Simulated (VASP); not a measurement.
Band structure of ScIr$_{3}$ (space group Pm-3m). Computed with LDA (Ceperley-Alder, Perdew-Zunger), VASP's LDA PAW potentials (set 64) (plane waves; VASP).

Unless said otherwise, spin-orbit coupling is left out, though it shifts the bands of the heavy elements here.

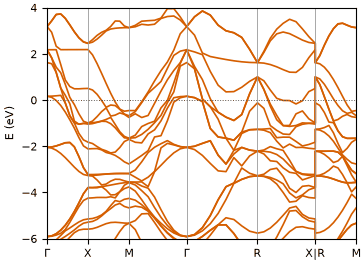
Bands along high-symmetry lines, zero at the valence-band maximum or, without a gap, the Fermi level

Problem. Read the plot: is there a gap, and where are the band edges?

Solution. It has no gap at this level: it comes out as a metal or semimetal.

The structure comes from a computed database's ScIr3 entry (Pm-3m); how it stands against other phases isn't given here. The cell was not relaxed at this level.
